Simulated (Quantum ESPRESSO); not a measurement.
**MnAu2: which magnetic order is lowest**

A self-consistent run ends on one state, which hangs on the start. Several orders of MnAu2 are started in Quantum ESPRESSO and their energies compared.

Method: LDA; plane waves with GBRV 1.5 LDA potentials, no spin-orbit coupling, in Quantum ESPRESSO 7.5.

## 1. Set-up

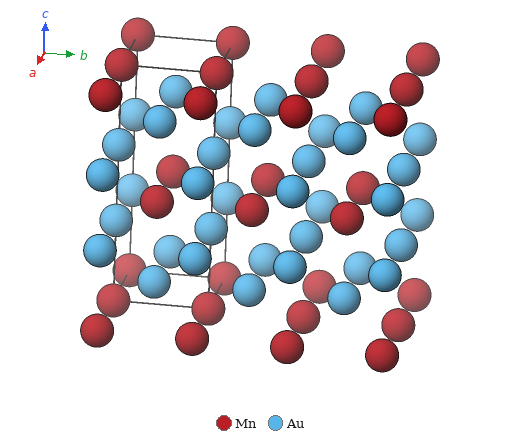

The starting structure, seen slightly off an axis (manganese red, gold blue). 2×3×1 cells are drawn. This picture shows the conventional cell, with its axes. Some periodic images of atoms are drawn too.

Structure file:

```cif
data_structure
_symmetry_space_group_name_H-M 'I4/mmm'
_symmetry_Int_Tables_number 139
_cell_length_a 3.3882
_cell_length_b 3.3882
_cell_length_c 8.7553
_cell_angle_alpha 90.000
_cell_angle_beta 90.000
_cell_angle_gamma 90.000
_cell_volume 100.51
loop_
_atom_site_label
_atom_site_type_symbol
_atom_site_symmetry_multiplicity
_atom_site_Wyckoff_symbol
_atom_site_fract_x
_atom_site_fract_y
_atom_site_fract_z
_atom_site_occupancy
Mn1 Mn 2 a 0.00000 0.00000 0.00000 1
Au1 Au 4 e 0.50000 0.50000 0.16033 1
```

The cell comes from Materials Project 2023-11-01, a database of computed structures, and need not be the stable phase.

## 2. Run 1 (ferro +)

The signs are those of the starting moments on the seeded atoms, the atoms that are given a moment.

Input file pw.in:

```
&CONTROL
  calculation = 'scf'
  prefix = 'pwscf'
  outdir = './tmp'
  pseudo_dir = './pseudo'
  disk_io = 'nowf'
/
&SYSTEM
  ibrav = 0
  celldm(1) = 8
  nat = 3
  ntyp = 2
  ecutwfc = 40
  ecutrho = 280
  nbnd = 28
  occupations = 'smearing'
  smearing = 'fd'
  degauss = 0.00734986
  nspin = 2
  starting_magnetization(1) = 0.2333
  starting_magnetization(2) = 0
/
&ELECTRONS
  conv_thr = 6d-09
  electron_maxstep = 150
  mixing_beta = 0.3
/
ATOMIC_SPECIES
Mn     54.9380 mn_lda_v1.5.uspp.F.UPF
Au    196.9666 au_lda_v1.uspp.F.UPF
CELL_PARAMETERS alat
  -0.4001773610746    0.4001773610746    1.0340716702279
   0.4001773610746   -0.4001773610746    1.0340716702279
   0.4001773610746    0.4001773610746   -1.0340716702279
ATOMIC_POSITIONS crystal
Mn      0.0000000000    0.0000000000    0.0000000000
Au      0.6603277800    0.6603277800    0.0000000000
Au      0.3396722200    0.3396722200    0.0000000000
K_POINTS automatic
10 10 10 0 0 0
```

Run with:

```console
$ OMP_NUM_THREADS=1 mpirun -n 4 pw.x -nk 4 -in pw.in > pw.out
```

The log of the run:

```text
Program PWSCF v.7.5 starts

     Message from routine setup:
     using ibrav=0 with symmetry is DISCOURAGED, use correct ibrav instead

     K-points division:     npool     =       4
     Subspace diagonalization in iterative solution of the eigenvalue problem:

     G-vector sticks info
     --------------------
     sticks:   dense  smooth     PW     G-vecs:    dense   smooth      PW
     Sum        1681     943    363                26877    11525    2669

     Using Slab Decomposition

     bravais-lattice index     =            0
     lattice parameter (alat)  =       8.0000  a.u.
     unit-cell volume          =     339.1452 (a.u.)^3
     number of atoms/cell      =            3
     number of atomic types    =            2
     number of electrons       =        37.00
     number of Kohn-Sham states=           28
     kinetic-energy cutoff     =      40.0000  Ry
     charge density cutoff     =     280.0000  Ry
     scf convergence threshold =      6.0E-09
     mixing beta               =       0.3000
     number of iterations used =            8  plain     mixing
     Exchange-correlation= SLA  PZ   NOGX NOGC
                           (   1   1   0   0   0   0   0)

     celldm(1)=   8.000000  celldm(2)=   0.000000  celldm(3)=   0.000000
     celldm(4)=   0.000000  celldm(5)=   0.000000  celldm(6)=   0.000000

     crystal axes: (cart. coord. in units of alat)
               a(1) = (  -0.400177   0.400177   1.034072 )
               a(2) = (   0.400177  -0.400177   1.034072 )
               a(3) = (   0.400177   0.400177  -1.034072 )

     reciprocal axes: (cart. coord. in units 2 pi/alat)
               b(1) = ( -0.000000  1.249446  0.483525 )
               b(2) = (  1.249446 -0.000000  0.483525 )
               b(3) = (  1.249446  1.249446  0.000000 )

     PseudoPot. # 1 for Mn read from file:
     mn_lda_v1.5.uspp.F.UPF
     Pseudo is Ultrasoft + core correction, Zval = 15.0
     Generated by new atomic code, or converted to UPF format
     Using radial grid of  859 points,  6 beta functions with:
                l(1) =   0
                l(2) =   0
                l(3) =   1
                l(4) =   1
                l(5) =   2
                l(6) =   2
     Q(r) pseudized with  8 coefficients,  rinner =    0.950   0.950   0.950
                                                       0.950   0.950

     PseudoPot. # 2 for Au read from file:
     au_lda_v1.uspp.F.UPF
     Pseudo is Ultrasoft + core correction, Zval = 11.0
     Generated by new atomic code, or converted to UPF format
     Using radial grid of  985 points,  7 beta functions with:
                l(1) =   0
                l(2) =   0
                l(3) =   1
                l(4) =   1
                l(5) =   2
                l(6) =   2
                l(7) =   3
     Q(r) pseudized with  6 coefficients,  rinner =    1.900   1.900   1.900
                                                       1.900   1.900   1.900
                                                       1.900

     atomic species   valence    mass     pseudopotential
     Mn               15.00    54.93800     Mn( 1.00)
     Au               11.00   196.96660     Au( 1.00)

     Starting magnetic structure
     atomic species   magnetization
     Mn              0.233
     Au              0.000

     16 Sym. Ops., with inversion, found

   Cartesian axes

     site n.     atom                  positions (alat units)
         1        Mn     tau(   1) = (   0.0000000   0.0000000   0.0000000  )
         2        Au     tau(   2) = (   0.0000000   0.0000000   1.3656525  )
         3        Au     tau(   3) = (   0.0000000   0.0000000   0.7024908  )

     number of k points=   102  Fermi-Dirac smearing, width (Ry)=  0.0073

     Number of k-points >= 100: set verbosity='high' to print them.

     Dense  grid:    26877 G-vectors     FFT dimensions: (  54,  54,  54)

     Smooth grid:    11525 G-vectors     FFT dimensions: (  40,  40,  40)

     Check: negative core charge=   -0.000016
     Generating pointlists ...
     new r_m :   0.2706 (alat units)  2.1645 (a.u.) for type    1
     new r_m :   0.2706 (alat units)  2.1645 (a.u.) for type    2

     Initial potential from superposition of free atoms

     starting charge      36.4998, renormalised to      37.0000
     Starting wfcs are   31 randomized atomic wfcs

     Self-consistent Calculation

     iteration #  1     ecut=    40.00 Ry     beta= 0.30
     Davidson diagonalization with overlap
     ethr =  1.00E-02,  avg # of iterations =  3.8

     total energy              =    -440.79808803 Ry
     estimated scf accuracy    <       0.94074802 Ry

     total magnetization       =     3.59 Bohr mag/cell
     absolute magnetization    =     3.71 Bohr mag/cell

     iteration #  2     ecut=    40.00 Ry     beta= 0.30
     Davidson diagonalization with overlap
     ethr =  2.54E-03,  avg # of iterations =  2.0

     total energy              =    -440.90745465 Ry
     estimated scf accuracy    <       0.53869070 Ry

     total magnetization       =     3.73 Bohr mag/cell
     absolute magnetization    =     3.83 Bohr mag/cell

     iteration #  3     ecut=    40.00 Ry     beta= 0.30
     Davidson diagonalization with overlap
     ethr =  1.46E-03,  avg # of iterations =  1.6

     total energy              =    -440.99912701 Ry
     estimated scf accuracy    <       0.07725145 Ry

     total magnetization       =     3.83 Bohr mag/cell
     absolute magnetization    =     3.96 Bohr mag/cell

     [... further iterations left out ...]

     iteration # 10     ecut=    40.00 Ry     beta= 0.30
     Davidson diagonalization with overlap
     ethr =  3.64E-09,  avg # of iterations =  1.7

     negative rho (up, down):  0.000E+00 6.202E-05

     total energy              =    -441.01113349 Ry
     estimated scf accuracy    <       0.00000010 Ry

     total magnetization       =     3.98 Bohr mag/cell
     absolute magnetization    =     4.18 Bohr mag/cell

     iteration # 11     ecut=    40.00 Ry     beta= 0.30
     Davidson diagonalization with overlap
     ethr =  2.59E-10,  avg # of iterations =  3.0

     negative rho (up, down):  0.000E+00 6.163E-05

     total energy              =    -441.01113352 Ry
     estimated scf accuracy    <       0.00000004 Ry

     total magnetization       =     3.98 Bohr mag/cell
     absolute magnetization    =     4.18 Bohr mag/cell

     iteration # 12     ecut=    40.00 Ry     beta= 0.30
     Davidson diagonalization with overlap
     ethr =  9.68E-11,  avg # of iterations =  2.0

     negative rho (up, down):  0.000E+00 6.163E-05

     total energy              =    -441.01113353 Ry
     estimated scf accuracy    <       0.00000001 Ry

     total magnetization       =     3.98 Bohr mag/cell
     absolute magnetization    =     4.18 Bohr mag/cell

     iteration # 13     ecut=    40.00 Ry     beta= 0.30
     Davidson diagonalization with overlap
     ethr =  3.53E-11,  avg # of iterations =  1.3

     negative rho (up, down):  0.000E+00 6.160E-05

     Magnetic moment per site  (integrated on atomic sphere of radius R)
     atom   1 (R=0.271)  charge= 13.6032  magn=  3.8043
     atom   2 (R=0.271)  charge=  9.0911  magn=  0.0556
     atom   3 (R=0.271)  charge=  9.0911  magn=  0.0556

     End of self-consistent calculation

     Number of k-points >= 100: set verbosity='high' to print the bands.

     the Fermi energy is    14.4996 ev

!    total energy              =    -441.01113353 Ry
     estimated scf accuracy    <          1.7E-10 Ry
     smearing contrib. (-TS)   =      -0.00234643 Ry
     internal energy E=F+TS    =    -441.00878710 Ry

     The total energy is F=E-TS. E is the sum of the following terms:
     one-electron contribution =     -97.28648308 Ry
     hartree contribution      =      81.72787445 Ry
     xc contribution           =    -150.42243509 Ry
     ewald contribution        =    -275.02774338 Ry

     total magnetization       =     3.98 Bohr mag/cell
     absolute magnetization    =     4.18 Bohr mag/cell

     convergence has been achieved in  13 iterations

=------------------------------------------------------------------------------=
   JOB DONE.
=------------------------------------------------------------------------------=
```

Run time: 67 s. Hardware: 4 MPI ranks of Arm Neoverse V2, shared host; peak memory 0.53 GiB; 4.5 min of CPU time.

Spin moment in the atom's sphere by atom:

```csv
atom,spin moment in the atom's sphere (μB)
Mn1,3.80
Au2,0.06
Au3,0.06
```

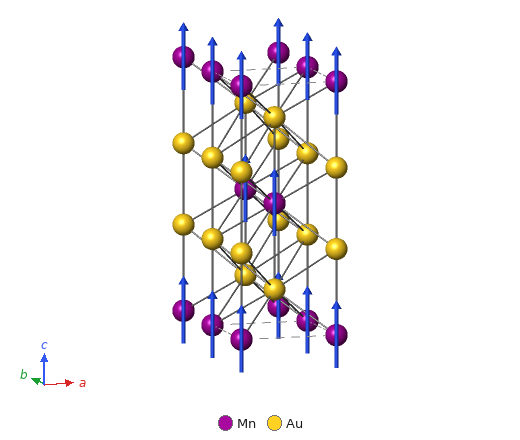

Spin moment in the atom's sphere as arrows, the longest 3.80 μB. Up and down stand for the sign. Arrows give size and sign along the axis of quantisation, drawn up and down the page. 1×2×1 conventional cells are drawn. Some periodic images of atoms are drawn too.

This step gave:

```
smearing term TS       : 0.03192 eV
magnetization          : 3.98 μB
absolute magnetization : 4.179 μB
final state            : ferromagnetic
```

## 3. Run 2, typed as antiferro q=(1/2,1/2,1/2) +−

The cell is doubled to 6 atoms to hold this order. The wavevector q is in fractions of the reciprocal vectors of the crystal's primitive cell, as the cells of these inputs are built from it; moments change sign between cells as cos(2π q·R).

Input file pw.in:

```
&CONTROL
  calculation = 'scf'
  prefix = 'pwscf'
  outdir = './tmp'
  pseudo_dir = './pseudo'
  disk_io = 'nowf'
/
&SYSTEM
  ibrav = 0
  celldm(1) = 8
  nat = 6
  ntyp = 3
  ecutwfc = 40
  ecutrho = 280
  nbnd = 48
  occupations = 'smearing'
  smearing = 'fd'
  degauss = 0.00734986
  nspin = 2
  starting_magnetization(1) = 0.2333
  starting_magnetization(2) = -0.2333
  starting_magnetization(3) = 0
/
&ELECTRONS
  conv_thr = 1.2d-08
  electron_maxstep = 150
  mixing_beta = 0.3
/
ATOMIC_SPECIES
Mn1    54.9380 mn_lda_v1.5.uspp.F.UPF
Mn2    54.9380 mn_lda_v1.5.uspp.F.UPF
Au    196.9666 au_lda_v1.uspp.F.UPF
CELL_PARAMETERS alat
  -0.8003547221493    0.8003547221493    2.0681433404558
   0.0000000000000    0.0000000000000    2.0681433404558
   0.0000000000000    0.8003547221493    0.0000000000000
ATOMIC_POSITIONS crystal
Mn1     0.0000000000    0.0000000000    0.0000000000
Mn2     0.5000000000    0.0000000000    0.0000000000
Au      0.0000000000    0.6603277800    0.0000000000
Au      0.5000000000    0.6603277800    0.0000000000
Au      0.0000000000    0.3396722200    0.0000000000
Au      0.5000000000    0.3396722200    0.0000000000
K_POINTS automatic
5 10 10 0 0 0
```

The log of the run:

```text
[banner, memory and clock lines left out]
Program PWSCF v.7.5 starts

     Message from routine setup:
     using ibrav=0 with symmetry is DISCOURAGED, use correct ibrav instead

     bravais-lattice index     =            0
     lattice parameter (alat)  =       8.0000  a.u.
     unit-cell volume          =     678.2903 (a.u.)^3
     number of atoms/cell      =            6
     number of atomic types    =            3
     number of electrons       =        74.00
     number of Kohn-Sham states=           48
     kinetic-energy cutoff     =      40.0000  Ry
     charge density cutoff     =     280.0000  Ry
     scf convergence threshold =      1.2E-08
     mixing beta               =       0.3000
     number of iterations used =            8  plain     mixing
     Exchange-correlation= SLA  PZ   NOGX NOGC
                           (   1   1   0   0   0   0   0)

     celldm(1)=   8.000000  celldm(2)=   0.000000  celldm(3)=   0.000000
     celldm(4)=   0.000000  celldm(5)=   0.000000  celldm(6)=   0.000000

     crystal axes: (cart. coord. in units of alat)
               a(1) = (  -0.800355   0.800355   2.068143 )
               a(2) = (   0.000000   0.000000   2.068143 )
               a(3) = (   0.000000   0.800355   0.000000 )

     reciprocal axes: (cart. coord. in units 2 pi/alat)
               b(1) = ( -1.249446  0.000000  0.000000 )
               b(2) = (  1.249446 -0.000000  0.483525 )
               b(3) = (  1.249446  1.249446 -0.000000 )

     PseudoPot. # 1 for Mn read from file:
     mn_lda_v1.5.uspp.F.UPF
     Pseudo is Ultrasoft + core correction, Zval = 15.0

     PseudoPot. # 2 for Mn read from file:
     mn_lda_v1.5.uspp.F.UPF
     Pseudo is Ultrasoft + core correction, Zval = 15.0

     PseudoPot. # 3 for Au read from file:
     au_lda_v1.uspp.F.UPF
     Pseudo is Ultrasoft + core correction, Zval = 11.0

     atomic species   valence    mass     pseudopotential
     Mn1              15.00    54.93800     Mn( 1.00)
     Mn2              15.00    54.93800     Mn( 1.00)
     Au               11.00   196.96660     Au( 1.00)

     Starting magnetic structure
     atomic species   magnetization
     Mn1             0.233
     Mn2            -0.233
     Au              0.000

     16 Sym. Ops., with inversion, found

   Cartesian axes

     site n.     atom                  positions (alat units)
         1        Mn1    tau(   1) = (   0.0000000   0.0000000   0.0000000  )
         2        Mn2    tau(   2) = (  -0.4001774   0.4001774   1.0340717  )
         3        Au     tau(   3) = (   0.0000000   0.0000000   1.3656525  )
         4        Au     tau(   4) = (  -0.4001774   0.4001774   2.3997242  )
         5        Au     tau(   5) = (   0.0000000   0.0000000   0.7024908  )
         6        Au     tau(   6) = (  -0.4001774   0.4001774   1.7365625  )

     number of k points=    63  Fermi-Dirac smearing, width (Ry)=  0.0073
                       cart. coord. in units 2pi/alat
        k(    1) = (   0.0000000   0.0000000   0.0000000), wk =   0.0020000
        k(    2) = (   0.1249446   0.1249446   0.0000000), wk =   0.0080000
        k(    3) = (   0.2498892   0.2498892   0.0000000), wk =   0.0080000
        k(    4) = (   0.3748338   0.3748338   0.0000000), wk =   0.0080000
        k(    5) = (   0.4997784   0.4997784   0.0000000), wk =   0.0080000
        [... 58 further k-points ...]

     Dense  grid:    53677 G-vectors     FFT dimensions: ( 108,  90,  36)

     Smooth grid:    23103 G-vectors     FFT dimensions: (  75,  72,  25)

     Check: negative core charge=   -0.000016
     Generating pointlists ...
     new r_m :   0.2706 (alat units)  2.1645 (a.u.) for type    1
     new r_m :   0.2706 (alat units)  2.1645 (a.u.) for type    2
     new r_m :   0.2706 (alat units)  2.1645 (a.u.) for type    3

     Initial potential from superposition of free atoms

     starting charge      72.9995, renormalised to      74.0000
     Starting wfcs are   62 randomized atomic wfcs

     Self-consistent Calculation

     iteration #  1     ecut=    40.00 Ry     beta= 0.30
     Davidson diagonalization with overlap
     ethr =  1.00E-02,  avg # of iterations =  2.1

     total energy              =    -881.57870647 Ry
     estimated scf accuracy    <       1.86138210 Ry

     total magnetization       =     0.00 Bohr mag/cell
     absolute magnetization    =     7.39 Bohr mag/cell

     iteration #  2     ecut=    40.00 Ry     beta= 0.30
     Davidson diagonalization with overlap
     ethr =  2.52E-03,  avg # of iterations =  2.0

     total energy              =    -881.81139708 Ry
     estimated scf accuracy    <       1.07695096 Ry

     total magnetization       =     0.00 Bohr mag/cell
     absolute magnetization    =     7.78 Bohr mag/cell

     [... further iterations left out ...]

     iteration # 13     ecut=    40.00 Ry     beta= 0.30
     Davidson diagonalization with overlap
     ethr =  1.10E-10,  avg # of iterations =  5.2

     negative rho (up, down):  6.548E-05 6.547E-05

     total energy              =    -882.00920919 Ry
     estimated scf accuracy    <       0.00000003 Ry

     total magnetization       =    -0.00 Bohr mag/cell
     absolute magnetization    =     8.48 Bohr mag/cell

     iteration # 14     ecut=    40.00 Ry     beta= 0.30
     Davidson diagonalization with overlap
     ethr =  3.52E-11,  avg # of iterations =  2.5

     negative rho (up, down):  6.537E-05 6.536E-05

     Magnetic moment per site  (integrated on atomic sphere of radius R)
     atom   1 (R=0.271)  charge= 13.5979  magn=  3.8680
     atom   2 (R=0.271)  charge= 13.5979  magn= -3.8680
     atom   3 (R=0.271)  charge=  9.0954  magn= -0.0570
     atom   4 (R=0.271)  charge=  9.0954  magn=  0.0570
     atom   5 (R=0.271)  charge=  9.0954  magn= -0.0570
     atom   6 (R=0.271)  charge=  9.0954  magn=  0.0570

     End of self-consistent calculation

     Number of k-points >= 100: set verbosity='high' to print the bands.

     the Fermi energy is    14.6131 ev

!    total energy              =    -882.00920919 Ry
     estimated scf accuracy    <          4.0E-09 Ry
     smearing contrib. (-TS)   =      -0.00722219 Ry
     internal energy E=F+TS    =    -882.00198700 Ry

     The total energy is F=E-TS. E is the sum of the following terms:
     one-electron contribution =    -194.51985164 Ry
     hartree contribution      =     163.44072587 Ry
     xc contribution           =    -300.86737448 Ry
     ewald contribution        =    -550.05548676 Ry

     total magnetization       =    -0.00 Bohr mag/cell
     absolute magnetization    =     8.48 Bohr mag/cell

     convergence has been achieved in  14 iterations
```

The job ended after 3.2 min (4 MPI ranks; peak memory 0.99 GiB; 13 min of CPU time).

Spin moment in the atom's sphere by atom:

| atom | spin moment in the atom's sphere (μB) |
| --- | --- |
| Mn1 | 3.87 |
| Mn2 | -3.87 |
| Au3 | -0.06 |
| Au4 | 0.06 |
| Au5 | -0.06 |
| Au6 | 0.06 |

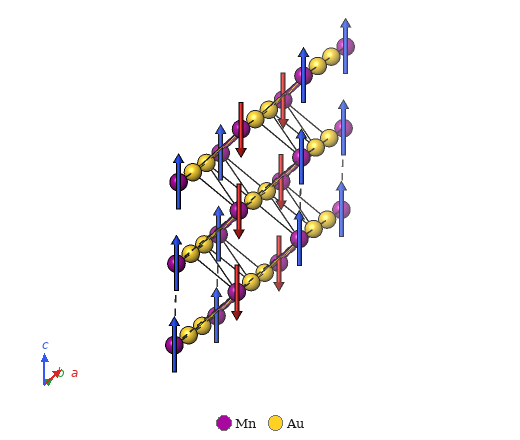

Spin moment in the atom's sphere as arrows, the longest 3.87 μB. Up and down stand for the sign. Arrows give size and sign along the axis of quantisation, drawn up and down the page. The two directions have two colours. 1×1×2 cells are drawn. Some periodic images of atoms are drawn too.

Numbers from this step:

```yaml
smearing_term_ts: 0.09826 eV
magnetization: 0 μB
absolute_magnetization: 8.481 μB
final_state: antiferromagnetic
```

(Part 1 of 2 ends here.)

[Logs and program files are shortened in this print: banners, set-up blocks, solver, clock and traceback lines can be left out without a mark of their own.]

[Logs are printed without paths, hosts, clocks, repeated set-up lines and the standing remarks that a program may print on its own settings, such as how far it seeks lower states.]

[Hosts, paths, dates, database ids (printed as entryN), source tags and the programs' standing remarks are cut or masked in the printed files.]

[Where a cell is said to come from a database of computed structures, the database is the Materials Project.]
